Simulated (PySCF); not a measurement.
**TiCl₃⁺: structure of the singlet**

Where does singlet TiCl₃⁺ go from a trigonal pyramidal start, is the end point a minimum, and what are its modes, charges and moments?

The runs use PySCF 2.14.0; PBE0, basis Ti def2-TZVP, Cl def2-TZVP, no relativity, density fitting.

### Step 1. The starting structure

4 atoms, charge 1, spin multiplicity 1.

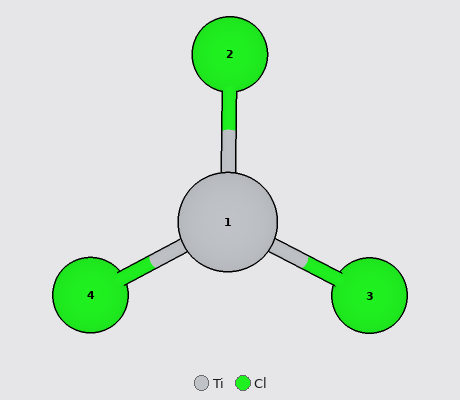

The starting geometry (titanium light grey, chlorine green); atoms are numbered from 1 in the order of the file.

```xyz
4
charge 1 multiplicity 1
Ti    0.0000    0.0000    0.0000
Cl    2.0334    0.0000    1.0812
Cl   -1.0167    1.7610    1.0812
Cl   -1.0167   -1.7610    1.0812
```

### Step 2. Finding the electronic state

The steps below are one call of a driver around PySCF. For each, scf.py gives the equivalent set-up of the SCF; relaxations use the driver's own optimiser. After this first run the driver tries any further starts and a stability analysis.

Contents of scf.py:

```python
from pyscf import gto, scf, dft
mol = gto.M(atom='''
Ti     0.000000     0.000000     0.000000
Cl     2.033400     0.000000     1.081200
Cl    -1.016700     1.761000     1.081200
Cl    -1.016700    -1.761000     1.081200''',
    basis={'Ti': 'def2-TZVP', 'Cl': 'def2-TZVP'},
    charge=1, spin=0)
mf = dft.RKS(mol, xc='PBE0')
mf.grids.atom_grid = (50, 194)
aux = {'Ti': 'def2-universal-JKFIT', 'Cl': 'def2-universal-JKFIT'}
mf = mf.density_fit(auxbasis=aux)
mf.conv_tol = 1e-08
mf.diis_space = 10
mf.max_cycle = 60
mf.init_guess = 'minao'
mf.verbose = 4
mf.kernel()
```

The run is started by

```bash
$ OMP_NUM_THREADS=4 python axn.py task.json out
```

What it wrote (excerpt; [...] marks lines left out):

```text
[... the frontier levels of the middle cycles are left out ...]
init E= -2229.4933800984
  HOMO = -0.380773546351834  LUMO = -0.137985974785716  gap/eV = 6.60659
cycle= 1 E= -2228.7847418843  delta_E= 0.709  |g|= 1.15  |ddm|=  2.1
  HOMO = -0.544911207943124  LUMO = -0.504508992163203  gap/eV = 1.09940
cycle= 2 E= -2203.28693614718  delta_E= 25.5  |g|= 11.1  |ddm|= 4.94
  HOMO = -0.526956008842307  LUMO = -0.501800726174391  gap/eV = 0.68451
cycle= 3 E= -2214.82404214194  delta_E= -11.5  |g|= 8.96  |ddm|=  2.3
cycle= 4 E= -2215.80493080606  delta_E= -0.981  |g|= 8.79  |ddm|= 0.201
cycle= 5 E= -2216.80141073669  delta_E= -0.996  |g|= 8.53  |ddm|= 0.178
cycle= 6 E= -2218.25549926473  delta_E= -1.45  |g|= 8.22  |ddm|= 0.42
cycle= 7 E= -2218.47575205636  delta_E= -0.22  |g|= 8.16  |ddm|= 0.512
cycle= 8 E= -2218.99844045788  delta_E= -0.523  |g|= 7.99  |ddm|= 0.219
cycle= 9 E= -2219.67828359513  delta_E= -0.68  |g|= 7.76  |ddm|= 0.113
cycle= 10 E= -2225.96769676009  delta_E= -6.29  |g|= 4.82  |ddm|=  1.9
cycle= 11 E= -2226.41414657846  delta_E= -0.446  |g|= 4.45  |ddm|= 0.108
cycle= 12 E= -2228.44876414934  delta_E= -2.03  |g|= 1.65  |ddm|= 2.39
cycle= 13 E= -2229.26485761015  delta_E= -0.816  |g|= 0.235  |ddm|= 1.25
cycle= 14 E= -2229.27394686245  delta_E= -0.00909  |g|= 0.12  |ddm|= 0.162
cycle= 15 E= -2229.27701941531  delta_E= -0.00307  |g|= 0.0185  |ddm|= 0.0753
cycle= 16 E= -2229.27703266506  delta_E= -1.32e-05  |g|= 0.0186  |ddm|= 0.0214
cycle= 17 E= -2229.277109201  delta_E= -7.65e-05  |g|= 0.00578  |ddm|= 0.0103
cycle= 18 E= -2229.27711897696  delta_E= -9.78e-06  |g|= 0.000886  |ddm|= 0.0047
cycle= 19 E= -2229.27711947005  delta_E= -4.93e-07  |g|= 0.00106  |ddm|= 0.00268
cycle= 20 E= -2229.27711972244  delta_E= -2.52e-07  |g|= 0.000222  |ddm|= 0.000451
cycle= 21 E= -2229.27711973627  delta_E= -1.38e-08  |g|= 3.98e-05  |ddm|= 0.000205
cycle= 22 E= -2229.27711973695  delta_E= -6.8e-10  |g|= 5.79e-06  |ddm|= 5.61e-05
  HOMO = -0.528289724587342  LUMO = -0.387072507921644  gap/eV = 3.84272
Extra cycle  E= -2229.2771197369  delta_E= 4.18e-11  |g|= 1.73e-05  |ddm|= 1.69e-05
converged SCF energy = -2229.2771197369
```

This step, with its further starts and checks, needed 17 s of wall time on 4 threads of Arm Neoverse V2, shared host.

The starts that the driver tried:

| start | energy (Eh) |
| --- | --- |
| the minimal-basis guess | -2229.277120 |
| a thermally smeared density | -2229.277120 |
| a smeared PBE density | -2229.277120 |

The test of internal stability and the other starts found no lower closed-shell solution.

### Step 3. Relaxing the singlet from the trigonal pyramidal start

The program finds C3v symmetry in the start, which this walk keeps.

Changes to scf.py since step 2:

```diff
@@ -3,4 +3,4 @@
-Ti     0.000000     0.000000     0.000000
-Cl     2.033400     0.000000     1.081200
-Cl    -1.016700     1.761000     1.081200
-Cl    -1.016700    -1.761000     1.081200''',
+Ti    -0.000000    -0.000000    -0.742045
+Cl     2.033414    -0.000000     0.339155
+Cl    -1.016707     1.760988     0.339155
+Cl    -1.016707    -1.760988     0.339155''',
@@ -16 +15,0 @@
-mf.init_guess = 'minao'
```

Steps of the walk:

| step | energy (Eh) | change (kJ/mol) | largest symmetric gradient (Eh/bohr) |
| --- | --- | --- | --- |
| 0 | -2229.277120 | 0.00 | 0.10153 |
| 1 | -2229.314542 | -98.25 | 0.04806 |
| 2 | -2229.322437 | -118.98 | 0.01399 |
| 3 | -2229.323817 | -122.60 | 0.00502 |
| 4 | -2229.324051 | -123.22 | 0.00368 |
| 5 | -2229.324251 | -123.74 | 0.00126 |
| 6 | -2229.324271 | -123.80 | 0.00034 |
| 7 | -2229.324273 | -123.80 | 0.00003 |

The walk took 19 s.

Positions (Å) and forces (eV/Å) along the way:

```
step 0
Ti   0.000   0.000  -0.742   0.002   0.000   5.221
Cl   2.033   0.000   0.339  -2.543   0.000  -1.743
Cl  -1.017   1.761   0.339   1.271  -2.202  -1.739
Cl  -1.017  -1.761   0.339   1.271   2.202  -1.739
step 1
Ti   0.000   0.000  -0.594  -0.010   0.000   2.471
Cl   1.993   0.000   0.290  -1.345   0.000  -0.838
Cl  -0.997   1.726   0.290   0.678  -1.165  -0.817
Cl  -0.997  -1.726   0.290   0.678   1.165  -0.817
step 4
Ti   0.000   0.000  -0.454  -0.008   0.000   0.190
Cl   1.985   0.000   0.243  -0.028   0.000  -0.069
Cl  -0.993   1.719   0.243   0.018  -0.025  -0.060
Cl  -0.993  -1.719   0.243   0.018   0.025  -0.060
step 7
Ti   0.000   0.000  -0.392  -0.002   0.000   0.002
Cl   2.011   0.000   0.223   0.001   0.000   0.005
Cl  -1.006   1.742   0.223   0.000  -0.002  -0.003
Cl  -1.006  -1.742   0.223   0.000   0.002  -0.003
```

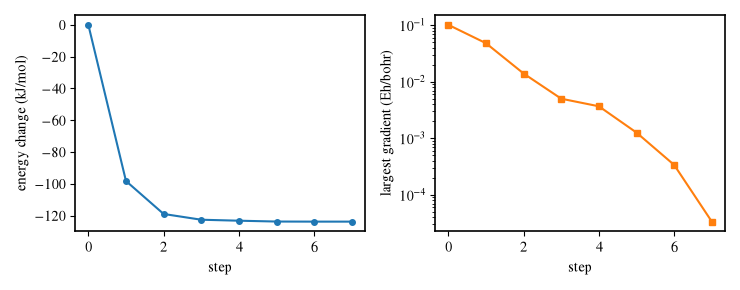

How energy and gradient fall.

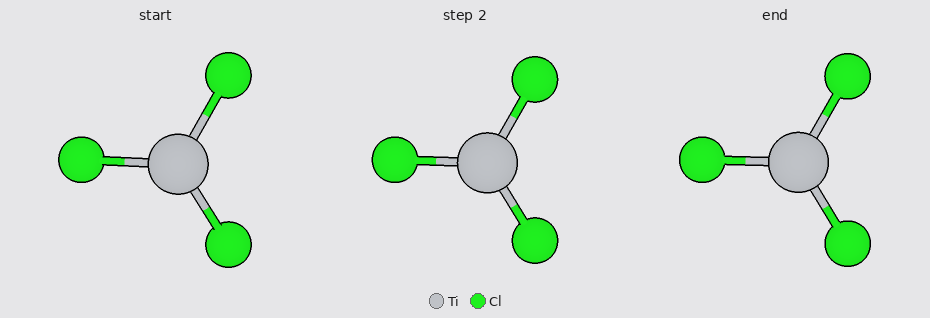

The geometry along the walk, at one scale.

After 7 steps and 123.8 kJ/mol it ends at C3v: Ti–Cl 2.103 Å (×3); Cl–Ti–Cl 111.8° (×3).

### Step 4. Frequencies

On the finer grid the gradient is checked again; gradients at displacements of ±0.02 bohr then give force constants and infrared intensities.

Changes to scf.py since step 3:

```diff
@@ -3,4 +3,4 @@
-Ti    -0.000000    -0.000000    -0.742045
-Cl     2.033414    -0.000000     0.339155
-Cl    -1.016707     1.760988     0.339155
-Cl    -1.016707    -1.760988     0.339155''',
+Ti    -0.000000    -0.000000    -0.421996
+Cl     2.011007     0.000000     0.192875
+Cl    -1.005504     1.741583     0.192875
+Cl    -1.005504    -1.741583     0.192875''',
@@ -10 +10 @@
-mf.grids.atom_grid = (50, 194)
+mf.grids.atom_grid = (75, 302)
@@ -13 +13 @@
-mf.conv_tol = 1e-08
+mf.conv_tol = 1e-10
```

The driver hands on the density of the step before, so the log starts near convergence.

Log of the central SCF (cycles and frontier levels):

```text
init E= -2229.32436470268
  HOMO = -0.548295702772365  LUMO = -0.368371217528861  gap/eV = 4.89599
cycle= 1 E= -2229.32436470263  delta_E= 4.55e-11  |g|= 1.48e-05  |ddm|= 1.14e-05
  HOMO = -0.548295822271526  LUMO = -0.368366170920859  gap/eV = 4.89614
cycle= 2 E= -2229.32436470196  delta_E= 6.74e-10  |g|= 5.79e-05  |ddm|= 3.64e-05
  HOMO = -0.548295596610134  LUMO = -0.368370352034291  gap/eV = 4.89602
cycle= 3 E= -2229.32436470268  delta_E= -7.19e-10  |g|= 5.54e-06  |ddm|= 2.88e-05
  HOMO = -0.548295639618431  LUMO = -0.368370184041949  gap/eV = 4.89602
cycle= 4 E= -2229.32436470269  delta_E= -1.09e-11  |g|= 1.79e-07  |ddm|= 4.4e-06
  HOMO = -0.548295669397658  LUMO = -0.368370230886696  gap/eV = 4.89602
Extra cycle  E= -2229.32436470269  delta_E=    0  |g|= 3.14e-07  |ddm|= 2.61e-07
converged SCF energy = -2229.32436470269
```

The whole step took 34 s.

Geometry: C3v; Ti–Cl 2.103 Å (×3); Cl–Ti–Cl 111.8° (×3).

Harmonic modes (main isotopes):

```tsv
symmetry	ω (cm⁻¹)	IR (km/mol)	μ (u)
a1	107	16.5	40.54
e	135	0.7	36.17
a1	476	9.6	36.74
e	576	301	40.77
```

μ is the mass of the mode for normalised Cartesian displacements, not the reduced mass of the usual diatomic formula.

Every mode is real; the point is a minimum.

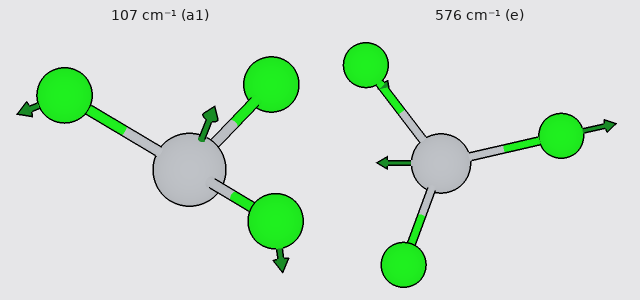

Displacements of 2 of the modes, as arrows (one member where a mode is degenerate).

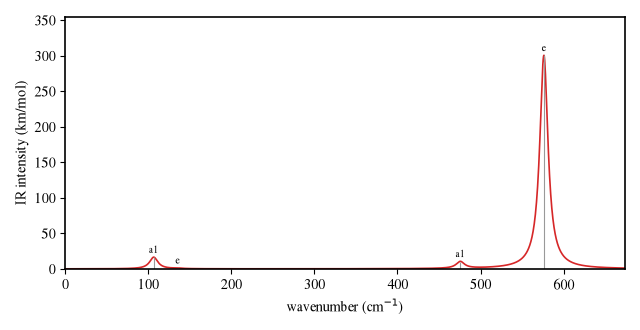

The harmonic infrared spectrum (widths in cm⁻¹). Lines are broadened to a width of 12 cm⁻¹ (Lorentzian).

Properties at this point:

```
Dipole moment about the centre of mass                          : 2.96 D
Highest occupied level                                          : -14.92 eV
Lowest empty level                                              : -10.02 eV
Rotational constants                                            : 0.07507, 0.07507, 0.03973 cm⁻¹
Zero-point energy                                               : 12.0 kJ/mol
Principal polarisabilities                                      : 38.3, 79.1, 79.1 bohr³
Principal traceless quadrupole moments about the centre of mass : -0.36, -0.36, 0.71 D Å
Entropy at 298.15 K and 1 bar                                   : 326.2 J/(mol K)
Heat capacity Cp at 298.15 K                                    : 72.0 J/(mol K)
Enthalpy at 298.15 K above 0 K                                  : 16.87 kJ/mol
Rotational symmetry number                                      : 3
```

Charges (e) and bond orders:

| atom | Mulliken | Löwdin | polar tensor | Mayer order to Ti1 |
| --- | --- | --- | --- | --- |
| Ti1 | 1.27 | -0.18 | 2.01 | – |
| Cl2,3,4 | -0.09 | 0.39 | -0.34 | 1.44 |

Outer orbital energies (eV). occupied: -16.89, -16.89, -16.29, -16.29, -15.94, -15.52, -15.52, -14.92; empty: -10.02, -9.67, -9.67, -8.58.

Mulliken populations on Ti1: s 6.20, p 12.30, d 2.21, f 0.03.

### Step 5. Stability of the closed shell

At the lowest minimum the closed shell is tested against spin polarisation, on the (50, 194) grid. It is stable.

### Step 6. What came out

| quantity | value |
| --- | --- |
| minimum | singlet, C3v |
| geometry | Ti–Cl 2.103 Å (×3); Cl–Ti–Cl 111.8° (×3) |
| wavenumbers (cm⁻¹) | 107 (a1), 135 (e), 476 (a1), 576 (e) |
| dipole moment (centre of mass) | 2.96 D |
| highest occupied, lowest empty level | -14.92, -10.02 eV |
| polar-tensor charge of Ti1 | +2.01 e |
| zero-point energy | 12.0 kJ/mol |
| entropy at 298.15 K | 326.2 J/(mol K) |

In words: The trigonal pyramidal start keeps its C3v symmetry and ends in a minimum. The strongest infrared band lies at 576 cm⁻¹ (e, stretch). Only this shape and spin were tried, so other structures or states may lie lower.

The search up to here needed 76 s of wall time on 4 threads of Arm Neoverse V2, shared host.
